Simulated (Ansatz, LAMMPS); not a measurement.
## Glassy 88SiO2-4K2O-4Li2O-4MgO (mol %) (71 atoms) under strain

Aim: relax glassy 88SiO2-4K2O-4Li2O-4MgO (mol %) (71 atoms), then change its volume and shape to read moduli from the stress.

Method: Kohn-Sham DFT, RPBE, PAW (set soft_2), plane waves, in Ansatz 0.2.0.

### 1. The starting structure

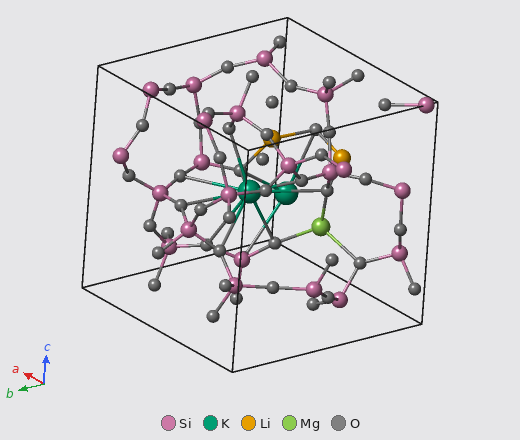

The starting structure, seen from a free direction (silicon pink, potassium teal, lithium orange, magnesium green, oxygen grey). Bonds to atoms that aren't drawn are left out. Some periodic images of atoms are drawn too.

The cell holds 71 atoms: 21 Si, 2 K, 2 Li, 1 Mg and 45 O. Its edges and angles: a = 9.868 Å, b = 9.868 Å, c = 9.868 Å, α = 90.0°, β = 90.0°, γ = 90.0°. 71 atoms (21 Si, 2 K, 2 Li, 1 Mg, 45 O) placed at random at 2.28 g/cm³, melted at 4000 K for 10 ps at fixed volume with the Morse and Coulomb pair potential with partial charges (Pedone, Malavasi, Menziani, Cormack and Segre, J. Phys. Chem. B 110, 11780 (2006)). Quenched from 4000 K to 300 K at 10 K/ps and fixed volume, held 10 ps at zero pressure.

Limits known from the start: The quench rate of 10 K/ps is many orders above laboratory rates, so the cell is likely richer in defects and strain than a real sample. The starting topology of bonds comes from the classical model, and needn't be the one that DFT or experiment would give. The Brillouin zone is sampled at Γ only.

### 2. Single point at the start

The forces at the start show how far the geometry lies from a minimum of this functional.

The input, input.yaml:

```yaml
crystal:
  lattice:
    - [9.86772, 0.0, 0.0]
    - [0.0, 9.86772, 0.0]
    - [0.0, 0.0, 9.86772]
  atoms:
    - { symbol: Si, position: [0.31201, 0.75949, 0.22031] }
    - { symbol: Si, position: [0.90574, 0.78611, 0.88071] }
    - { symbol: Si, position: [0.92272, 0.46998, 0.47973] }
    - { symbol: Si, position: [0.8315, 0.98429, 0.65509] }
    - { symbol: Si, position: [0.34108, 0.26413, 0.61175] }
    - { symbol: Si, position: [0.84882, 0.67458, 0.17218] }
    - { symbol: Si, position: [0.56584, 0.59764, 0.86304] }
    - { symbol: Si, position: [0.4469, 0.8722, 0.93703] }
    - { symbol: Si, position: [0.01404, 0.04965, 0.99222] }
    - { symbol: Si, position: [0.80521, 0.27146, 0.94863] }
    - { symbol: Si, position: [0.14301, 0.02695, 0.27093] }
    - { symbol: Si, position: [0.28305, 0.53926, 0.72396] }
    - { symbol: Si, position: [0.00222, 0.47732, 0.7992] }
    - { symbol: Si, position: [0.64305, 0.45145, 0.14397] }
    - { symbol: Si, position: [0.24738, 0.24374, 0.06795] }
    - { symbol: Si, position: [0.28898, 0.84448, 0.65572] }
    - { symbol: Si, position: [0.81711, 0.77016, 0.44631] }
    - { symbol: Si, position: [0.09321, 0.07807, 0.58296] }
    - { symbol: Si, position: [0.50143, 0.18622, 0.88517] }
    - { symbol: Si, position: [0.51462, 0.85701, 0.41573] }
    - { symbol: Si, position: [0.10803, 0.50212, 0.22392] }
    - { symbol: K, position: [0.77126, 0.13088, 0.32412] }
    - { symbol: K, position: [0.57422, 0.49533, 0.4859] }
    - { symbol: Li, position: [0.71767, 0.27532, 0.62186] }
    - { symbol: Li, position: [0.51101, 0.0642, 0.56711] }
    - { symbol: Mg, position: [0.47066, 0.18513, 0.29957] }
    - { symbol: O, position: [0.39391, 0.26094, 0.99632] }
    - { symbol: O, position: [0.97725, 0.58002, 0.16247] }
    - { symbol: O, position: [0.08794, 0.07861, 0.40923] }
    - { symbol: O, position: [0.8278, 0.88315, 0.77125] }
    - { symbol: O, position: [0.53525, 0.99442, 0.3333] }
    - { symbol: O, position: [0.88111, 0.13226, 0.96368] }
    - { symbol: O, position: [0.2474, 0.6838, 0.65585] }
    - { symbol: O, position: [0.05449, 0.46161, 0.36922] }
    - { symbol: O, position: [0.22664, 0.624, 0.2141] }
    - { symbol: O, position: [0.5476, 0.36119, 0.23464] }
    - { symbol: O, position: [0.84942, 0.78588, 0.2905] }
    - { symbol: O, position: [0.41615, 0.2111, 0.48976] }
    - { symbol: O, position: [0.19662, 0.1932, 0.62034] }
    - { symbol: O, position: [0.0319, 0.02522, 0.15191] }
    - { symbol: O, position: [0.91969, 0.3712, 0.88813] }
    - { symbol: O, position: [0.43275, 0.751, 0.3282] }
    - { symbol: O, position: [0.21726, 0.88841, 0.28386] }
    - { symbol: O, position: [0.97611, 0.44962, 0.63263] }
    - { symbol: O, position: [0.16974, 0.37196, 0.13665] }
    - { symbol: O, position: [0.26025, 0.13651, 0.20555] }
    - { symbol: O, position: [0.41281, 0.55999, 0.81924] }
    - { symbol: O, position: [0.14368, 0.1632, 0.96926] }
    - { symbol: O, position: [0.83588, 0.7492, 0.02063] }
    - { symbol: O, position: [0.81408, 0.35242, 0.45874] }
    - { symbol: O, position: [0.58727, 0.5138, 0.00361] }
    - { symbol: O, position: [0.76077, 0.34454, 0.08568] }
    - { symbol: O, position: [0.15921, 0.94167, 0.6246] }
    - { symbol: O, position: [0.36322, 0.8198, 0.07526] }
    - { symbol: O, position: [0.65, 0.24882, 0.87868] }
    - { symbol: O, position: [0.94893, 0.09328, 0.65855] }
    - { symbol: O, position: [0.48927, 0.02972, 0.93986] }
    - { symbol: O, position: [0.87879, 0.89394, 0.52858] }
    - { symbol: O, position: [0.71936, 0.58266, 0.20955] }
    - { symbol: O, position: [0.66833, 0.55035, 0.74714] }
    - { symbol: O, position: [0.5567, 0.7615, 0.90211] }
    - { symbol: O, position: [0.34261, 0.8626, 0.80668] }
    - { symbol: O, position: [0.42718, 0.21269, 0.74792] }
    - { symbol: O, position: [0.8733, 0.62215, 0.47006] }
    - { symbol: O, position: [0.16337, 0.46785, 0.80254] }
    - { symbol: O, position: [0.41724, 0.88232, 0.54932] }
    - { symbol: O, position: [0.96286, 0.63809, 0.83004] }
    - { symbol: O, position: [0.65474, 0.79069, 0.45763] }
    - { symbol: O, position: [0.70053, 0.05701, 0.62188] }
    - { symbol: O, position: [0.32617, 0.4281, 0.61565] }
    - { symbol: O, position: [0.02222, 0.90151, 0.93043] }
kpoints:
  mp_grid: { grid: [1, 1, 1] }
hamiltonian:
  xc: rpbe
scf:
  occupations: { method: fermi_dirac, width: 0.05 }
output:
  forces: true
```

Command:

```console
$ ansatz run input.yaml --threads 4 --pin off --max-ram 8192MiB --backend cpu --events-out ev --progress --plain --runs-dir out
```

Numbers of over 12 decimals in the logs are rounded to 6 here.

The program printed:

```text
[...]
Pseudopotentials: kind: paw
Pseudopotential: Si, paw, valence charge 4, recommended cutoff 420 eV (normal), Si.paw.azcp
Pseudopotential: K, paw, valence charge 9, recommended cutoff 420 eV (normal), K.paw.azcp
Pseudopotential: Li, paw, valence charge 3, recommended cutoff 420 eV (normal), Li.paw.azcp
Pseudopotential: Mg, paw, valence charge 10, recommended cutoff 420 eV (normal), Mg.paw.azcp
Pseudopotential: O, paw, valence charge 6, recommended cutoff 420 eV (normal), O.paw.azcp
[... 5 lines on functional and potentials left out ...]
Crystal: 71 atoms, lattice volume = 960.839 Å³
Basis set: ecut = 420 eV, 18805 PW (Γ), exchange–correlation on 144×144×144 points (8 copies of the dense FFT grid, shifted against one another)
Bands: 265, of which v1, the nominal top of the filled ones, is band 194 counted from 1 (193 counted from 0)
Symmetry: 1 space group operations
Space group: P1 (ITA 1), of the structure as read, at distance tolerance 9.9e-5 Å
k-points: 1
[... 15 lines on functional and potentials left out ...]
Initial density: superposition of atomic densities (neutral atoms: chi_scale 0, normalization atom), corrected by the library's trained network
Initial wavefunctions: pseudopotential atomic-orbital guess
[...]
SCF iter   1: F=—  HF=-44523.357354 eV  |F-HF|=—  |Δ(HF+E_count)|=         —  Δρ=3.92e-3  dr2=1.60e-1  ethr=1.77e-3  ⟨swp⟩=6.0  Hψ=1265  notcnv=0  defer=45
preconditioner: auto → Resta (q_TF=auto, 2.346 Å⁻¹)  ε∞=3.0  [insulator: Δε(μ)=3.561 eV  Ē_g=16.484 eV  σ=0.050 eV  W_gap=1.00  n_scr=202 (ndim 8)  ℏωp=23.1 eV  f_vac=0.149  D(μ)=0.00/eV (n_scr^D=0)  ε∞_Penn≈3.0]
SCF iter   2: F=—  HF=-44523.338442 eV  |F-HF|=—  |Δ(HF+E_count)|=   1.89e-2  Δρ=2.12e-3  dr2=2.97e-2  ethr=4.13e-5  ⟨swp⟩=2.0  Hψ=504  notcnv=0  defer=63
SCF iter   3: F=—  HF=-44523.341562 eV  |F-HF|=—  |Δ(HF+E_count)|=   3.12e-3  Δρ=8.28e-4  dr2=8.61e-3  ethr=7.65e-6  ⟨swp⟩=2.0  Hψ=349  notcnv=0  defer=23
automatic band count: iteration 3 solves 225 bands in place of 265: the levels show a gap, and the empty bands left out lie too high to hold charge; the band table lists the bands solved (type scf.n_extra_bands for more)
SCF iter   4: F=—  HF=-44523.342156 eV  |F-HF|=—  |Δ(HF+E_count)|=   5.94e-4  Δρ=3.26e-4  dr2=9.82e-4  ethr=2.22e-6  ⟨swp⟩=3.0  Hψ=351  notcnv=0  defer=23
SCF iter   5: F=—  HF=-44523.342244 eV  |F-HF|=—  |Δ(HF+E_count)|=   8.84e-5  Δρ=1.26e-4  dr2=1.46e-4  ethr=2.53e-7  ⟨swp⟩=3.0  Hψ=346  notcnv=0  defer=23
SCF iter   6: F=—  HF=-44523.342392 eV  |F-HF|=—  |Δ(HF+E_count)|=   1.48e-4  Δρ=3.86e-5  dr2=1.29e-5  ethr=3.75e-8  ⟨swp⟩=2.0  Hψ=344  notcnv=0  defer=23
SCF iter   7: F=—  HF=-44523.343614 eV  |F-HF|=—  |Δ(HF+E_count)|=   1.22e-3  Δρ=1.66e-5  dr2=2.05e-6  ethr=3.33e-9  ⟨swp⟩=2.0  Hψ=419  notcnv=0  defer=23
SCF iter   8: F=—  HF=-44523.343615 eV  |F-HF|=—  |Δ(HF+E_count)|=   1.44e-6  Δρ=4.94e-6  dr2=2.08e-7  ethr=5.29e-10  ⟨swp⟩=2.0  Hψ=346  notcnv=0  defer=23
SCF iter   9: F=-44523.343616 eV  HF=-44523.343616 eV  |F-HF|=1.03e-8  |Δ(HF+E_count)|=   3.67e-7  Δρ=2.34e-6  dr2=4.39e-8  ethr=2.58e-11  ⟨swp⟩=4.0  Hψ=803  notcnv=0
SCF 1 converged in 9 iterations: F = -44523.343616 eV  dr2 = 4.39e-8
[...]
SCF converged after 9 iterations
Free energy (F): -44523.343616 eV
Harris-Foulkes:  -44523.343616 eV  (|F-HF|=1.03e-8)
Internal energy: -44523.343616 eV  (E = F + TS)
E sigma→0 (E₀):  -44523.343616 eV
Fermi energy:    6.024399 eV
--- Per-component energies (eV) ---
[...]
Σ components = -44523.343616   (vs F -44523.343616, Δ=0.00e0)
--- Forces (eV/Å), atoms counted from 1 ---
  atom   1  Si    -0.90445111     2.70800917    -0.49144714
  atom   2  Si     1.30466965    -0.20331306    -0.31439674
  atom   3  Si     0.96276509    -2.24483617     0.25181575
  atom   4  Si    -0.24098329     0.15045981    -2.07071250
[...]
atom  71  O      0.50552083    -0.98730232    -1.26859738
  max |Σ_I F_I| component: 4.93e-5 eV/Å
```

Run time: 4.7 s. Hardware: 4 threads of Intel Xeon Platinum 8488C (Sapphire Rapids), shared host; peak memory 1.2 GiB.

The column dr2 measures how far the density is from self-consistency, as an energy; F and HF (Harris–Foulkes) agree once it is small.

The r.m.s. force at the start is 1.4 eV/Å.

### 3. Cell and atoms relaxed

The cell is relaxed with the atoms, since the starting lattice needn't suit this functional.

The input, input.yaml:

```yaml
crystal:
  lattice:
    - [9.86772, 0.0, 0.0]
    - [0.0, 9.86772, 0.0]
    - [0.0, 0.0, 9.86772]
  atoms:
    [... the 71 atom lines of step 2 ...]
kpoints:
  mp_grid: { grid: [1, 1, 1] }
hamiltonian:
  xc: rpbe
scf:
  occupations: { method: fermi_dirac, width: 0.05 }
output:
  forces: true
relax:
  f_tol: 0.05
  max_steps: 150
  cell: {}
```

The program printed:

```text
[...]
Crystal: 71 atoms, lattice volume = 960.839 Å³
Basis set: ecut = 420 eV, 18805 PW (Γ), exchange–correlation on 144×144×144 points (8 copies of the dense FFT grid, shifted against one another)
Bands: 265, of which v1, the nominal top of the filled ones, is band 194 counted from 1 (193 counted from 0)
Symmetry: 1 space group operations
[...]
k-points: 1
[...]
SCF iter   1: F=—  HF=-44523.357354 eV  |F-HF|=—  |Δ(HF+E_count)|=         —  Δρ=3.92e-3  dr2=1.60e-1  ethr=1.77e-3  ⟨swp⟩=6.0  Hψ=1265  notcnv=0  defer=45
[...]
SCF iter   8: F=—  HF=-44523.343615 eV  |F-HF|=—  |Δ(HF+E_count)|=   1.42e-6  Δρ=4.97e-6  dr2=2.10e-7  ethr=5.41e-10  ⟨swp⟩=2.0  Hψ=346  notcnv=0  defer=63
SCF iter   9: F=-44523.343616 eV  HF=-44523.343616 eV  |F-HF|=1.08e-8  |Δ(HF+E_count)|=   3.72e-7  Δρ=2.34e-6  dr2=4.43e-8  ethr=2.58e-11  ⟨swp⟩=4.0  Hψ=843  notcnv=0
SCF 1 converged in 9 iterations: F = -44523.343616 eV  dr2 = 4.43e-8
[...]
relax step   1: F+E_penalty+E_count = -44523.34361565 eV  Δ(F+E_penalty+E_count) = +0.000e0 eV  max|allowed force component| = 4.287e0 eV/Å  Δτ_max = 0.0000 Å  P = +8.031 GPa  Ω = 960.839 Å³  (9 SCF iters, dr2 threshold 1.00e-7 eV, accepted)
[... from here on, the SCF cycles and remarks between the steps are left out ...]
relax step   2: F+E_penalty+E_count = -44527.17126251 eV  Δ(F+E_penalty+E_count) = -3.828e0 eV  max|allowed force component| = 2.427e0 eV/Å  Δτ_max = 0.1996 Å  P = +3.965 GPa  Ω = 978.328 Å³  energy of the carried Pulay correction = -5.004e-2 eV  (7 SCF iters, dr2 threshold 7.10e-6 eV, accepted)
relax step   3: F+E_penalty+E_count = -44529.88622928 eV  Δ(F+E_penalty+E_count) = -2.715e0 eV  max|allowed force component| = 6.467e-1 eV/Å  Δτ_max = 0.1943 Å  P = -0.928 GPa  Ω = 1003.465 Å³  energy of the carried Pulay correction = -1.204e-1 eV  (8 SCF iters, dr2 threshold 7.10e-6 eV, accepted)
relax step   4: F+E_penalty+E_count = -44530.51438457 eV  Δ(F+E_penalty+E_count) = -6.282e-1 eV  max|allowed force component| = 7.556e-1 eV/Å  Δτ_max = 0.2000 Å  P = +0.091 GPa  Ω = 994.261 Å³  energy of the carried Pulay correction = -9.484e-2 eV  (7 SCF iters, dr2 threshold 7.10e-6 eV, accepted)
relax step   5: F+E_penalty+E_count = -44530.64125212 eV  Δ(F+E_penalty+E_count) = -1.269e-1 eV  max|allowed force component| = 4.822e-1 eV/Å  Δτ_max = 0.1578 Å  P = +0.015 GPa  Ω = 995.082 Å³  energy of the carried Pulay correction = -9.713e-2 eV  (7 SCF iters, dr2 threshold 7.10e-6 eV, accepted)
relax step   6: F+E_penalty+E_count = -44530.76151340 eV  Δ(F+E_penalty+E_count) = -1.203e-1 eV  max|allowed force component| = 8.633e-1 eV/Å  Δτ_max = 0.2000 Å  P = -0.029 GPa  Ω = 998.078 Å³  energy of the carried Pulay correction = -1.055e-1 eV  (7 SCF iters, dr2 threshold 7.10e-6 eV, accepted)
relax step   7: F+E_penalty+E_count = -44530.81794306 eV  Δ(F+E_penalty+E_count) = -5.643e-2 eV  max|allowed force component| = 2.483e-1 eV/Å  Δτ_max = 0.1073 Å  P = +0.026 GPa  Ω = 998.002 Å³  energy of the carried Pulay correction = -1.053e-1 eV  (7 SCF iters, dr2 threshold 7.10e-6 eV, accepted)
relax step   8: F+E_penalty+E_count = -44530.83717043 eV  Δ(F+E_penalty+E_count) = -1.923e-2 eV  max|allowed force component| = 1.243e-1 eV/Å  Δτ_max = 0.0751 Å  P = -0.019 GPa  Ω = 999.443 Å³  energy of the carried Pulay correction = -1.093e-1 eV  (7 SCF iters, dr2 threshold 3.85e-6 eV, accepted)
relax step   9: F+E_penalty+E_count = -44530.84686652 eV  Δ(F+E_penalty+E_count) = -9.696e-3 eV  max|allowed force component| = 1.059e-1 eV/Å  Δτ_max = 0.0469 Å  P = -0.037 GPa  Ω = 999.534 Å³  energy of the carried Pulay correction = -1.095e-1 eV  (7 SCF iters, dr2 threshold 9.65e-7 eV, accepted)
relax step  10: F+E_penalty+E_count = -44530.85507448 eV  Δ(F+E_penalty+E_count) = -8.208e-3 eV  max|allowed force component| = 8.970e-2 eV/Å  Δτ_max = 0.0320 Å  P = -0.015 GPa  Ω = 999.274 Å³  energy of the carried Pulay correction = -1.088e-1 eV  (7 SCF iters, dr2 threshold 7.01e-7 eV, accepted)
relax step  11: F+E_penalty+E_count = -44530.86065168 eV  Δ(F+E_penalty+E_count) = -5.577e-3 eV  max|allowed force component| = 4.397e-2 eV/Å  Δτ_max = 0.0377 Å  P = +0.002 GPa  Ω = 999.393 Å³  energy of the carried Pulay correction = -1.091e-1 eV  (7 SCF iters, dr2 threshold 5.03e-7 eV, accepted)
relax step  12: F+E_penalty+E_count = -44531.08287588 eV  Δ(F+E_penalty+E_count) = -2.222e-1 eV  max|allowed force component| = 4.314e-2 eV/Å  Δτ_max = 0.0000 Å  P = +0.378 GPa  Ω = 999.393 Å³  stress off target by 8.12e-1 GPa  SCF on the basis re-selected at this cell (its energy is not comparable with the rows above)  (8 SCF iters)
relax step  13: F+E_penalty+E_count = -44531.07826486 eV  Δ(F+E_penalty+E_count) = +4.611e-3 eV  max|allowed force component| = 7.197e-2 eV/Å  Δτ_max = 0.0282 Å  P = -0.206 GPa  Ω = 1006.469 Å³  energy of the carried Pulay correction = -2.078e-2 eV  (7 SCF iters, dr2 threshold 1.65e-6 eV, accepted)
relax step  14: F+E_penalty+E_count = -44531.08619277 eV  Δ(F+E_penalty+E_count) = -7.928e-3 eV  max|allowed force component| = 5.513e-2 eV/Å  Δτ_max = 0.0159 Å  P = -0.042 GPa  Ω = 1005.648 Å³  energy of the carried Pulay correction = -1.829e-2 eV  (7 SCF iters, dr2 threshold 3.83e-7 eV, accepted)
relax step  15: F+E_penalty+E_count = -44531.08905700 eV  Δ(F+E_penalty+E_count) = -2.864e-3 eV  max|allowed force component| = 4.107e-2 eV/Å  Δτ_max = 0.0165 Å  P = +0.059 GPa  Ω = 1005.441 Å³  energy of the carried Pulay correction = -1.768e-2 eV  (7 SCF iters, dr2 threshold 1.90e-7 eV, accepted)
relax step  16: F+E_penalty+E_count = -44531.08829975 eV  Δ(F+E_penalty+E_count) = +7.573e-4 eV  max|allowed force component| = 3.130e-2 eV/Å  Δτ_max = 0.0226 Å  P = +0.064 GPa  Ω = 1006.373 Å³  energy of the carried Pulay correction = -2.050e-2 eV  (8 SCF iters, dr2 threshold 2.71e-8 eV, accepted)
relax step  17: F+E_penalty+E_count = -44531.08736517 eV  Δ(F+E_penalty+E_count) = +9.346e-4 eV  max|allowed force component| = 2.120e-2 eV/Å  Δτ_max = 0.0139 Å  P = +0.014 GPa  Ω = 1007.145 Å³  energy of the carried Pulay correction = -2.283e-2 eV  (7 SCF iters, dr2 threshold 3.36e-8 eV, accepted)
relax step  18: F+E_penalty+E_count = -44531.10670959 eV  Δ(F+E_penalty+E_count) = -1.934e-2 eV  max|allowed force component| = 2.128e-2 eV/Å  Δτ_max = 0.0000 Å  P = +0.023 GPa  Ω = 1007.145 Å³  stress off target by 7.13e-2 GPa  SCF on the basis re-selected at this cell (its energy is not comparable with the rows above)  (6 SCF iters)
relax step  19: F+E_penalty+E_count = -44531.10658842 eV  Δ(F+E_penalty+E_count) = +1.212e-4 eV  max|allowed force component| = 1.711e-2 eV/Å  Δτ_max = 0.0110 Å  P = -0.013 GPa  Ω = 1007.491 Å³  energy of the carried Pulay correction = -1.069e-3 eV  (8 SCF iters, dr2 threshold 1.27e-8 eV, accepted)
relax step  20: F+E_penalty+E_count = -44531.10893325 eV  Δ(F+E_penalty+E_count) = -2.345e-3 eV  max|allowed force component| = 1.711e-2 eV/Å  Δτ_max = 0.0000 Å  P = -0.013 GPa  Ω = 1007.491 Å³  stress off target by 2.68e-2 GPa  SCF on the basis re-selected at this cell (its energy is not comparable with the rows above)  (5 SCF iters)
[...]
SCF converged after 5 iterations
Free energy (F): -44531.108933 eV
[...]
Internal energy: -44531.108933 eV  (E = F + TS)
E sigma→0 (E₀):  -44531.108933 eV
Fermi energy:    5.436989 eV
[...]
Σ components = -44531.108933   (vs F -44531.108933, Δ=0.00e0)
--- Forces (eV/Å), atoms counted from 1 ---
  atom   1  Si    -0.00199409     0.00958490    -0.00452349
  atom   2  Si     0.00012912     0.00315817     0.00080555
  atom   3  Si    -0.00557541     0.00672227     0.00622348
  atom   4  Si    -0.00137536     0.00042696    -0.00240424
[...]
atom  71  O      0.00035208    -0.00386705    -0.00499375
  max |Σ_I F_I| component: 1.05e-5 eV/Å
--- Stress (GPa, compression-positive) ---
       -0.017841       0.000164      -0.009984
        0.000165      -0.004642      -0.001964
       -0.009985      -0.001961      -0.015514
  P = ⅓ Tr σ = -0.0127 GPa (-0.127 kbar)
--- Relaxed structure (17 steps of the walk, 17 accepted, 3 SCFs on fresh bases) ---
  F+E_penalty+E_count = -44531.10893325 eV   max|allowed force component| = 1.711e-2 eV/Å   (the final SCF, on the basis selected at the relaxed cell)
  cell:  # Å, volume = 1007.4905 Å³
    - [10.128101, -0.131451, 0.329891]
    - [-0.131451, 9.793918, 0.125877]
    - [0.329891, 0.125877, 10.171035]
  atoms:
    - { symbol: Si, position: [0.299695, 0.771804, 0.210003] }
    - { symbol: Si, position: [0.905141, 0.800483, 0.885210] }
    - { symbol: Si, position: [0.926434, 0.470028, 0.479097] }
    - { symbol: Si, position: [0.830375, 0.973361, 0.643380] }
[...]
- { symbol: O, position: [0.017249, 0.914899, 0.936520] }
```

It took 82 s on 4 threads; peak memory 1.3 GiB.

The relaxation converged after 17 steps, with a largest force component of 0.017 eV/Å.

[end of part 1 of 4]

[Logs are printed without paths, hosts, clocks, repeated set-up lines and the standing remarks that a program may print on its own settings, such as how far it seeks lower states.]

[Hosts, paths, dates, database ids (printed as entryN), source tags and the programs' standing remarks are cut or masked in the printed files.]
